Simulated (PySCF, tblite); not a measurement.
# AlCl2H3SSi: changes of charge, part 1 of 2

Wanted: changes of charge for AlCl2H3SSi (`[SiH3][S][Al]([Cl])[Cl]`).

Computed with tblite 0.8.0 and PySCF 2.14.0 and routines of our own; the level stands in each step. Atoms count from 0.

### Step 1. The starting structure

8 atoms, charge 0, multiplicity 1; geometry from: start built from the parent or by distance geometry.

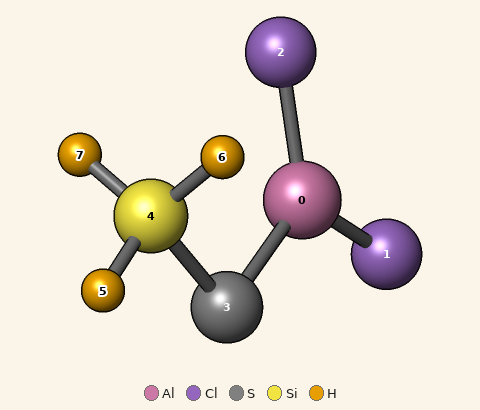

The starting geometry (aluminium pink, chlorine purple, sulfur grey, silicon yellow, hydrogen amber); sticks join atoms by distance alone.

### Step 2. Optimising the geometry with GFN2-xTB

The job: settings as JSON, then the geometry in Å.

```
{"job": {"kind": "relax", "xc": "GFN2-xTB", "basis": "xTB"}, "charge": 0, "multiplicity": 1}
Al     0.125900    -0.769200     1.700000
Cl     0.309700    -0.808700     3.695200
Cl    -0.088800    -2.482100     0.624200
S      0.062400     1.217600     0.709000
Si    -0.081600     0.750600    -1.378500
H     -0.122000     2.091000    -1.967400
H      1.106100     0.004500    -1.797100
H     -1.293700     0.015100    -1.634600
```

Run with:

```console
$ OMP_NUM_THREADS=1 python redox_run.py task.json out
```

One launch serves the whole session: the jobs run in the order shown.

The program printed:

```text
step      E/eV     max force
  0    -459.38035    0.567
  1    -459.39281    0.291
  2    -459.39686    0.088
  3    -459.39728    0.086
  4    -459.39785    0.072
  5    -459.39807    0.064
  6    -459.39837    0.052
  7    -459.39855    0.037
  8    -459.39868    0.024
  9    -459.39873    0.017
 10    -459.39875    0.012
 11    -459.39876    0.012
 12    -459.39878    0.014
 13    -459.39881    0.021
 14    -459.39885    0.021
 15    -459.39888    0.014
 16    -459.39889    0.008
```

It took 0.23 s on 1 thread of Intel Xeon Platinum 8375C at 2.90GHz, shared host.

Step by step:

```
step  energy from step 0 (eV)  largest force (eV/Å)
   0                   0.0000                0.5675
   1                  -0.0125                0.2906
   2                  -0.0165                0.0877
   3                  -0.0169                0.0860
   4                  -0.0175                0.0724
   5                  -0.0177                0.0638
   6                  -0.0180                0.0520
   7                  -0.0182                0.0367
   8                  -0.0183                0.0239
   9                  -0.0184                0.0168
  10                  -0.0184                0.0118
  11                  -0.0184                0.0117
  12                  -0.0184                0.0143
  13                  -0.0185                0.0207
  14                  -0.0185                0.0208
  15                  -0.0185                0.0136
  16                  -0.0185                0.0077
```

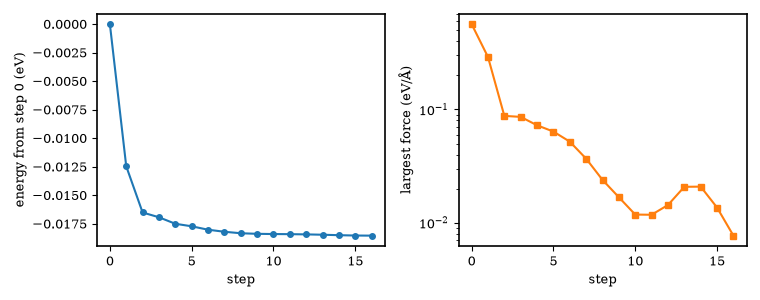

Energy and largest force along the relaxation.

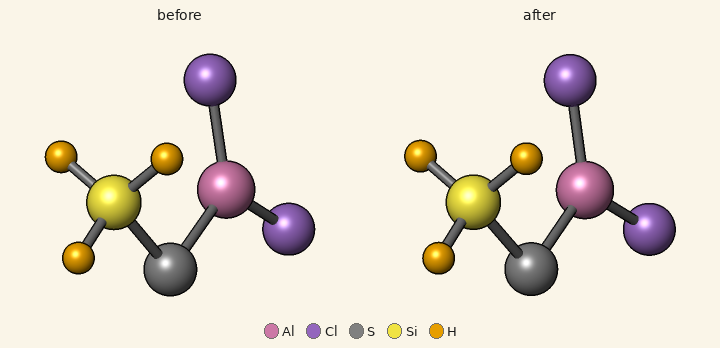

Before and after, at one scale.

Close pairs (by a distance rule), those that changed most:

```
   bond  before (Å)  after (Å)  change (Å)
 Al0–S3       2.221      2.193      -0.028
 S3–Si4       2.144      2.170      +0.026
Al0–Cl1       2.004      2.024      +0.020
 Si4–H7       1.441      1.459      +0.018
 Si4–H5       1.465      1.454      -0.010
 Si4–H6       1.464      1.459      -0.005
Al0–Cl2       2.034      2.036      +0.002
```

The end geometry stands in the next job.

### Step 3. Vibrational analysis with GFN2-xTB

The job: settings as JSON, then the geometry in Å.

```
{"job": {"kind": "ir", "xc": "GFN2-xTB", "basis": "xTB"}, "charge": 0, "multiplicity": 1}
Al     0.104181    -0.757360     1.701898
Cl     0.313681    -0.812884     3.714620
Cl    -0.076373    -2.470183     0.616221
S      0.074172     1.204236     0.721423
Si    -0.078748     0.754364    -1.396101
H     -0.116172     2.093056    -1.963475
H      1.103318     0.003520    -1.805460
H     -1.305945     0.004085    -1.638257
```

The program printed:

```text
mode    cm-1     km/mol
  1      39.5      3.00
  2      68.9      1.71
  3      79.5      0.29
  4     111.2      8.83
  5     131.9      4.91
  6     196.8      9.78
  7     365.8      0.31
  8     480.6     79.86
  9     525.7     48.59
 10     545.4      3.47
 11     583.9    184.27
 12     622.8     81.74
 13     746.0    125.96
 14     755.0    171.93
 15     766.2    503.67
 16    2294.7    239.95
 17    2300.4    131.79
 18    2347.6    198.32
ZPE 77.529  H(298)-E 103.087  G(298)-E -14.324 kJ/mol  S 393.80 J/(mol K)
```

Run time: 0.37 s. Hardware: 1 thread of Intel Xeon Platinum 8375C at 2.90GHz, shared host.

The strongest bands and the atoms that carry them (share of the mass-weighted mode):

```
cm⁻¹  km/mol                                atoms
 584   184.3  Al0 36 %, S3 17 %, H5 15 %, H7 10 %
 623    81.7         Al0 66 %, Cl1 21 %, Cl2 12 %
 746   126.0            H5 59 %, H7 20 %, H6 18 %
 755   171.9            H6 42 %, H7 40 %, H5 14 %
 766   503.7            H6 32 %, H7 32 %, H5 28 %
2295   239.9                     H6 74 %, H7 22 %
2300   131.8                     H7 75 %, H6 23 %
2348   198.3                              H5 97 %
```

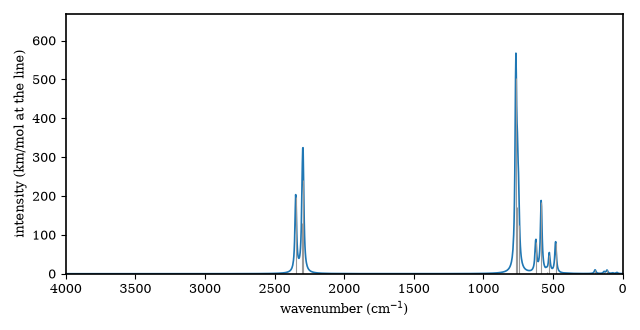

The infrared spectrum from these modes, unscaled. Lines are broadened to a width of 14 cm⁻¹ (Lorentzian).

### Step 4. Optimising the geometry at BP86-D3(BJ)/def2-SVP

The job, as its differences from that of step 3:

```diff
@@ -1,2 +1,2 @@
-{"job": {"kind": "ir", "xc": "GFN2-xTB", "basis": "xTB"}, "charge": 0, "multiplicity": 1}
+{"job": {"xc": "BP86", "basis": "def2-SVP", "d3": "d3bj", "grid": 1, "kind": "geom"}, "charge": 0, "multiplicity": 1}
 Al     0.104181    -0.757360     1.701898
```

The program printed:

```text
step   0  E = -1852.12617808  max force = 0.029095
step   1  E = -1852.13247914  max force = 0.004228
step   2  E = -1852.13278124  max force = 0.003151
step   3  E = -1852.13289346  max force = 0.000707
step   4  E = -1852.13291270  max force = 0.000433
step   5  E = -1852.13291589  max force = 0.000653
step   6  E = -1852.13295131  max force = 0.000304
step   7  E = -1852.13298709  max force = 0.000175
step   8  E = -1852.13301422  max force = 0.000470
step   9  E = -1852.13302994  max force = 0.000419
step  10  E = -1852.13303442  max force = 0.000181
optimisation converged
```

Wall time 50 s (1 thread of Intel Xeon Platinum 8375C at 2.90GHz, shared host); peak memory 0.39 GiB.

Step by step:

```
step  energy from step 0 (eV)  largest force component (eV/Å)
   0                   0.0000                          1.4961
   1                  -0.1715                          0.2174
   2                  -0.1797                          0.1620
   3                  -0.1827                          0.0364
   4                  -0.1833                          0.0223
   5                  -0.1833                          0.0336
   6                  -0.1843                          0.0156
   7                  -0.1853                          0.0090
   8                  -0.1860                          0.0242
   9                  -0.1864                          0.0215
  10                  -0.1866                          0.0093
```

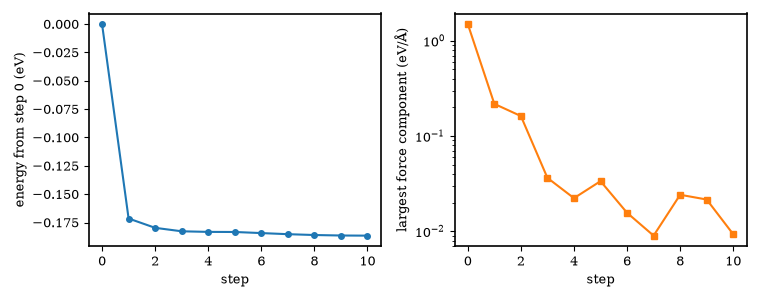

Energy and largest force along the relaxation.

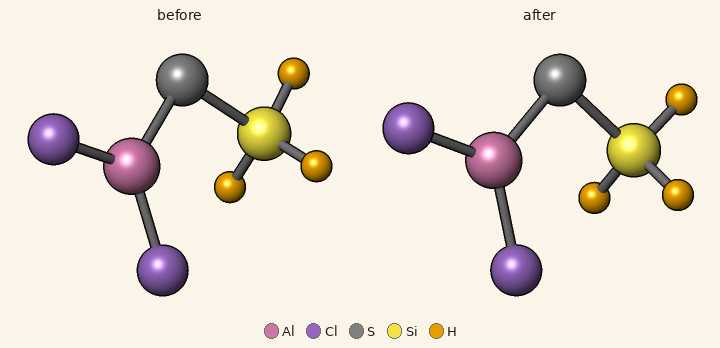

Before and after, at one scale.

Close pairs (by a distance rule), those that changed most:

```
   bond  before (Å)  after (Å)  change (Å)
Al0–Cl1       2.024      2.099      +0.075
Al0–Cl2       2.036      2.107      +0.071
 Si4–H5       1.454      1.499      +0.045
 Si4–H7       1.459      1.499      +0.041
 Si4–H6       1.459      1.499      +0.040
 Al0–S3       2.193      2.171      -0.022
 S3–Si4       2.170      2.186      +0.016
```

The next job starts from the end point, and lists it.

```
                         at the end point                value
  point group (found at 0.08 Å tolerance)                   Cs
rotational constants (GHz, main isotopes)  2.145, 0.969, 0.673
                        dipole moment (D)                 1.18
```

### Step 5. Single point (AlCl2H3SSi): r2SCAN-D3(BJ)/ma-def2-SVP

Geometry: BP86-D3(BJ)/def2-SVP.

The job: settings as JSON, then the geometry in Å.

```
{"job": {"kind": "sp", "xc": "r2SCAN", "basis": "ma-def2-SVP", "d3": "d3bj", "grid": 3}, "charge": 0, "multiplicity": 1}
Al     0.001074    -0.474249     1.764187
Cl     0.084612    -0.428556     3.861197
Cl    -0.328335    -2.291371     0.750477
S      0.265496     1.355956     0.627246
Si     0.036786     0.573513    -1.401600
H      0.170701     1.781013    -2.280521
H      1.113327    -0.417259    -1.728732
H     -1.312014    -0.051517    -1.597844
```

The program printed:

```text
coarse grid: 39128 points
cycle   1  E = -1851.7851843115  dE =  1.323e-01  |g| = 3.733e-01  |ddm| = 3.130e+00
cycle   2  E = -1851.7437886763  dE =  4.140e-02  |g| = 5.179e-01  |ddm| = 1.432e+00
cycle   3  E = -1851.8274984088  dE = -8.371e-02  |g| = 6.089e-02  |ddm| = 9.807e-01
cycle   4  E = -1851.8286341441  dE = -1.136e-03  |g| = 2.129e-02  |ddm| = 1.589e-01
cycle   5  E = -1851.8287853134  dE = -1.512e-04  |g| = 5.164e-03  |ddm| = 4.531e-02
cycle   6  E = -1851.8287942604  dE = -8.947e-06  |g| = 1.103e-03  |ddm| = 1.127e-02
final grid: 124424 points
cycle   7  E = -1851.8297735591  dE = -8.255e-07  |g| = 2.955e-03  |ddm| = 9.306e-03
cycle   8  E = -1851.8297730173  dE =  5.418e-07  |g| = 3.134e-03  |ddm| = 8.215e-03
cycle   9  E = -1851.8297757636  dE = -2.746e-06  |g| = 5.091e-04  |ddm| = 5.034e-03
cycle  10  E = -1851.8297758511  dE = -8.753e-08  |g| = 4.890e-05  |ddm| = 1.037e-03
cycle  11  E = -1851.8297758518  dE = -7.462e-10  |g| = 2.068e-05  |ddm| = 1.423e-04
converged SCF energy = -1851.8297758518
```

Run time: 13 s. Hardware: 1 thread of Intel Xeon Platinum 8375C at 2.90GHz, shared host; peak memory 0.46 GiB.

### Step 6. Single point (AlCl₂H₃SSi+ (doublet)): r2SCAN-D3(BJ)/ma-def2-SVP

Geometry: BP86-D3(BJ)/def2-SVP, that of another charge or spin state.

The job, as its differences from that of step 5:

```diff
@@ -1,2 +1,2 @@
-{"job": {"kind": "sp", "xc": "r2SCAN", "basis": "ma-def2-SVP", "d3": "d3bj", "grid": 3}, "charge": 0, "multiplicity": 1}
+{"job": {"kind": "sp", "xc": "r2SCAN", "basis": "ma-def2-SVP", "d3": "d3bj", "grid": 3}, "charge": 1, "multiplicity": 2}
 Al     0.001074    -0.474249     1.764187
```

The program printed:

```text
final grid: 124424 points
cycle   1  E = -1851.4586589106  dE =  1.359e-08  |g| = 1.162e-04  |ddm| = 4.178e-04
cycle   2  E = -1851.4586585834  dE =  3.272e-07  |g| = 5.589e-04  |ddm| = 1.950e-03
cycle   3  E = -1851.4586589235  dE = -3.401e-07  |g| = 5.152e-05  |ddm| = 1.668e-03
cycle   4  E = -1851.4586589260  dE = -2.483e-09  |g| = 1.059e-05  |ddm| = 1.139e-04
converged SCF energy = -1851.4586589260
```

Wall time 3 min (1 thread of Intel Xeon Platinum 8375C at 2.90GHz, shared host); peak memory 0.48 GiB.

### Step 7. Optimising the geometry with GFN2-xTB

This step treats AlCl2H3SSi+ (doublet), labelled `[SiH3][S+][Al]([Cl])[Cl]` (the label fixes atoms and charge, not where charge and spin sit).

The job: settings as JSON, then the geometry in Å.

```
{"job": {"kind": "relax", "xc": "GFN2-xTB", "basis": "xTB"}, "charge": 1, "multiplicity": 2}
Al     0.017300    -0.480400     1.758900
Cl     0.073900    -0.419900     3.838200
Cl    -0.310900    -2.299000     0.753700
S      0.263000     1.370600     0.606600
Si     0.033600     0.569700    -1.390300
H      0.159700     1.779300    -2.289300
H      1.113700    -0.411400    -1.739700
H     -1.300600    -0.042500    -1.592800
```

The program printed:

```text
step      E/eV     max force
  0    -445.55260    2.216
  1    -445.70892    1.488
  2    -445.83496    0.632
  3    -445.84905    0.447
  4    -445.90335    0.702
  5    -445.93582    0.816
  6    -445.96112    0.549
  7    -445.97253    0.291
  8    -445.98032    0.296
  9    -445.98594    0.381
 10    -445.99739    0.329
 11    -446.00308    0.235
 12    -446.00828    0.232
 13    -446.01439    0.282
 14    -446.01983    0.285
 15    -446.02281    0.175
 16    -446.02438    0.123
 17    -446.02556    0.118
 18    -446.02753    0.187
 19    -446.03061    0.253
 20    -446.03470    0.240
 21    -446.03933    0.218
 22    -446.04477    0.276
 23    -446.05060    0.350
 24    -446.05576    0.321
 25    -446.06015    0.215
 26    -446.06347    0.145
 27    -446.06561    0.113
 28    -446.06686    0.118
 29    -446.06793    0.125
 30    -446.06949    0.144
 31    -446.07146    0.139
 32    -446.07374    0.127
 33    -446.07523    0.071
 34    -446.07581    0.079
 35    -446.07630    0.087
 36    -446.07703    0.083
 37    -446.07756    0.054
 38    -446.07800    0.044
 39    -446.07837    0.044
 40    -446.07881    0.065
 41    -446.07927    0.075
 42    -446.07960    0.055
 43    -446.07973    0.022
 44    -446.07976    0.014
 45    -446.07976    0.008
```

Run time: 0.46 s. Hardware: 1 thread of Intel Xeon Platinum 8375C at 2.90GHz, shared host.

The steps of the relaxation: (not every step is listed)

```
step  energy from step 0 (eV)  largest force (eV/Å)
   0                   0.0000                2.2163
   1                  -0.1563                1.4876
   2                  -0.2824                0.6323
   3                  -0.2964                0.4471
   4                  -0.3508                0.7022
   5                  -0.3832                0.8164
   6                  -0.4085                0.5487
   7                  -0.4199                0.2911
   8                  -0.4277                0.2957
  11                  -0.4505                0.2348
  14                  -0.4672                0.2853
  17                  -0.4730                0.1181
  20                  -0.4821                0.2398
  23                  -0.4980                0.3504
  26                  -0.5109                0.1447
  29                  -0.5153                0.1255
  32                  -0.5211                0.1274
  35                  -0.5237                0.0870
  38                  -0.5254                0.0441
  40                  -0.5262                0.0649
  41                  -0.5267                0.0752
  42                  -0.5270                0.0550
  43                  -0.5271                0.0216
  44                  -0.5272                0.0136
  45                  -0.5272                0.0078
```

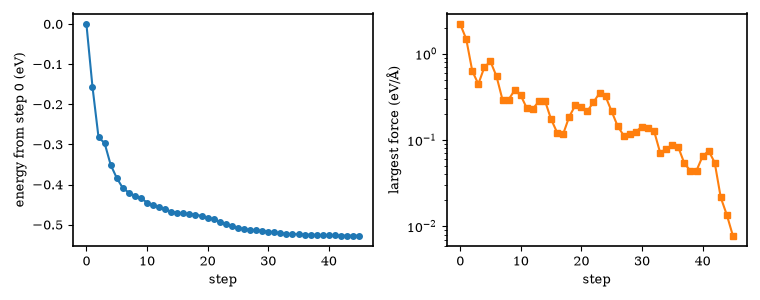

Energy and force, step by step.

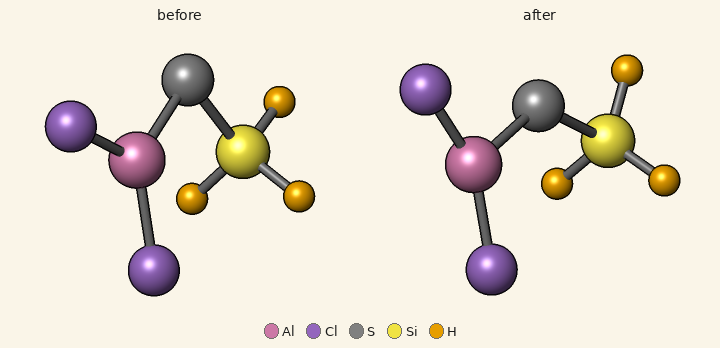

Before and after, at one scale.

Distances of close pairs at the start and the end, largest changes first:

```
   bond  before (Å)  after (Å)  change (Å)
 Al0–S3       2.194      2.322      +0.128
Al0–Cl2       2.104      2.010      -0.094
 S3–Si4       2.164      2.250      +0.086
Al0–Cl1       2.081      1.995      -0.086
 Si4–H5       1.512      1.455      -0.058
 Si4–H6       1.500      1.460      -0.041
 Si4–H7       1.482      1.460      -0.022
```

The final coordinates are the input of the step that follows.

### Step 8. Infrared spectrum with GFN2-xTB

The job: settings as JSON, then the geometry in Å.

```
{"job": {"kind": "ir", "xc": "GFN2-xTB", "basis": "xTB"}, "charge": 1, "multiplicity": 2}
Al    -0.034101    -0.872494     2.168526
Cl     0.165897     0.065719     3.917428
Cl    -0.319012    -2.602985     1.187061
S      0.140246     0.722881     0.490297
Si     0.033314     0.690939    -1.757122
H      0.235480     2.107298    -2.020125
H      1.139240    -0.207354    -2.074992
H     -1.311303     0.162350    -1.965794
```

The program printed:

```text
mode    cm-1     km/mol
  1      -8.1      3.87
  2      15.2      0.35
  3      29.9      3.68
  4     105.5      4.16
  5     129.0     11.76
  6     208.9      3.27
  7     269.4      2.60
  8     369.9     59.40
  9     447.4     10.45
 10     465.1     22.40
 11     505.9     36.59
 12     668.9    106.29
 13     678.8     83.70
 14     729.1     64.25
 15     733.7    252.51
 16    2302.6     81.51
 17    2303.1     83.02
 18    2356.3     52.65
ZPE 73.730  H(298)-E 101.108  G(298)-E -24.793 kJ/mol  S 422.27 J/(mol K)
```

Run time: 0.43 s. Hardware: 1 thread of Intel Xeon Platinum 8375C at 2.90GHz, shared host; peak memory 0.3 GiB.

Which atoms move in the most intense modes:

```
cm⁻¹  km/mol                                atoms
 370    59.4                    S3 63 %, Si4 32 %
 669   106.3                     H6 47 %, H7 45 %
 679    83.7            H5 59 %, H7 19 %, H6 18 %
 729    64.2  Al0 36 %, H7 15 %, H6 15 %, H5 15 %
 734   252.5  Al0 34 %, H7 17 %, H6 17 %, H5 16 %
2303    81.5                              H6 95 %
2303    83.0                              H7 96 %
2356    52.6                              H5 96 %
```

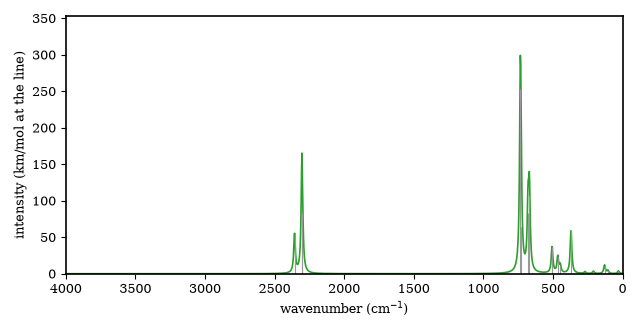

The infrared spectrum from these modes, unscaled. Lines are broadened to a width of 14 cm⁻¹ (Lorentzian).

### Step 9. Geometry optimisation at BP86-D3(BJ)/def2-SVP

This step treats AlCl2H3SSi+ (doublet), labelled `[SiH3][S+][Al]([Cl])[Cl]` (the label fixes atoms and charge, not where charge and spin sit).

The job, as its differences from that of step 8:

```diff
@@ -1,2 +1,2 @@
-{"job": {"kind": "ir", "xc": "GFN2-xTB", "basis": "xTB"}, "charge": 1, "multiplicity": 2}
+{"job": {"xc": "BP86", "basis": "def2-SVP", "d3": "d3bj", "grid": 1, "kind": "geom"}, "charge": 1, "multiplicity": 2}
 Al    -0.034101    -0.872494     2.168526
```

The program printed:

```text
step   0  E = -1851.76199334  max force = 0.025420
step   1  E = -1851.77279174  max force = 0.013993
step   2  E = -1851.77798296  max force = 0.007320
step   3  E = -1851.78053306  max force = 0.001959
step   4  E = -1851.78060848  max force = 0.001619
step   5  E = -1851.78065828  max force = 0.001033
step   6  E = -1851.78067331  max force = 0.002748
step   7  E = -1851.78090106  max force = 0.002607
step   8  E = -1851.78120094  max force = 0.002137
step   9  E = -1851.78150525  max force = 0.001887
step  10  E = -1851.78201940  max force = 0.001331
step  11  E = -1851.78256749  max force = 0.001758
step  12  E = -1851.78332217  max force = 0.002845
step  13  E = -1851.78364154  max force = 0.003556
step  14  E = -1851.78390365  max force = 0.003650
step  15  E = -1851.78415359  max force = 0.001917
step  16  E = -1851.78427947  max force = 0.002509
step  17  E = -1851.78364939  max force = 0.005896
step  18  E = -1851.78430161  max force = 0.002869
step  19  E = -1851.78432790  max force = 0.001932
step  20  E = -1851.78433811  max force = 0.000738
step  21  E = -1851.78433140  max force = 0.000707
step  22  E = -1851.78433346  max force = 0.000487
step  23  E = -1851.78433430  max force = 0.000451
step  24  E = -1851.78433473  max force = 0.000433
step  25  E = -1851.78433494  max force = 0.000419
step  26  E = -1851.78433502  max force = 0.000417
step  27  E = -1851.78433506  max force = 0.000414
step  28  E = -1851.78433509  max force = 0.000413
step  29  E = -1851.78433511  max force = 0.000411
step  30  E = -1851.78433513  max force = 0.000411
step  31  E = -1851.78433515  max force = 0.000412
step  32  E = -1851.78433518  max force = 0.000408
step  33  E = -1851.78433520  max force = 0.000408
step  34  E = -1851.78433522  max force = 0.000405
step  35  E = -1851.78433523  max force = 0.000404
step  36  E = -1851.78433525  max force = 0.000403
step  37  E = -1851.78433527  max force = 0.000401
step  38  E = -1851.78433529  max force = 0.000401
step  39  E = -1851.78433530  max force = 0.000402
step  40  E = -1851.78433533  max force = 0.000398
step  41  E = -1851.78433534  max force = 0.000396
step  42  E = -1851.78433536  max force = 0.000396
step  43  E = -1851.78433537  max force = 0.000396
step  44  E = -1851.78433539  max force = 0.000394
step  45  E = -1851.78433540  max force = 0.000392
optimisation converged
```

Run time: 4.2 min. Hardware: 1 thread of Intel Xeon Platinum 8375C at 2.90GHz, shared host; peak memory 0.39 GiB.

Along the way: (not every step is listed) (the energy doesn't fall at every step)

```
step  energy from step 0 (eV)  largest force component (eV/Å)
   0                   0.0000                          1.3071
   1                  -0.2938                          0.7195
   2                  -0.4351                          0.3764
   3                  -0.5045                          0.1007
   4                  -0.5065                          0.0833
   5                  -0.5079                          0.0531
   6                  -0.5083                          0.1413
   7                  -0.5145                          0.1341
   8                  -0.5227                          0.1099
  11                  -0.5599                          0.0904
  14                  -0.5962                          0.1877
  17                  -0.5893                          0.3032
  20                  -0.6080                          0.0379
  23                  -0.6079                          0.0232
  26                  -0.6079                          0.0214
  29                  -0.6080                          0.0211
  32                  -0.6080                          0.0210
  35                  -0.6080                          0.0208
  38                  -0.6080                          0.0206
  40                  -0.6080                          0.0205
  41                  -0.6080                          0.0204
  42                  -0.6080                          0.0204
  43                  -0.6080                          0.0204
  44                  -0.6080                          0.0203
  45                  -0.6080                          0.0202
```

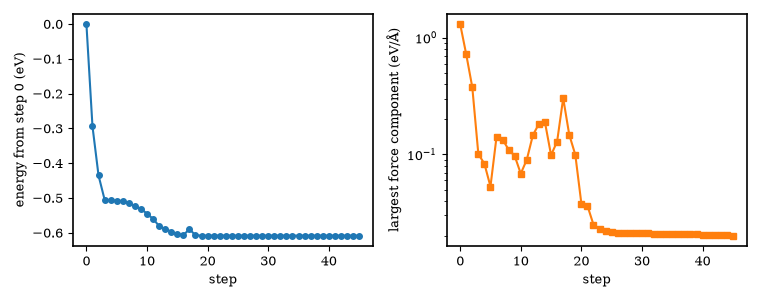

Energy and largest force along the relaxation.

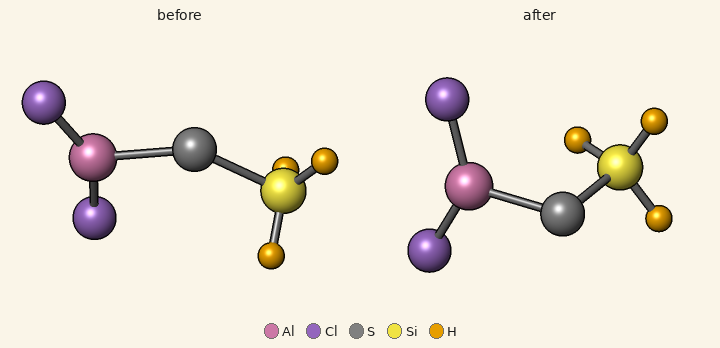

Before and after, at one scale.

Close pairs (by a distance rule), those that changed most:

```
   bond  before (Å)  after (Å)  change (Å)
Al0–Cl1       1.995      2.069      +0.075
Al0–Cl2       2.010      2.067      +0.057
 Al0–S3       2.322      2.276      -0.046
 Si4–H5       1.455      1.499      +0.045
 Si4–H6       1.460      1.497      +0.037
 Si4–H7       1.460      1.496      +0.036
 S3–Si4       2.250      2.245      -0.005
```

The next job starts from the end point, and lists it.

```
                         at the end point                value
  point group (found at 0.08 Å tolerance)                   C1
rotational constants (GHz, main isotopes)  1.567, 1.042, 0.743
                                     ⟨S²⟩                0.752
```

(Continued in part 2 of 2.)
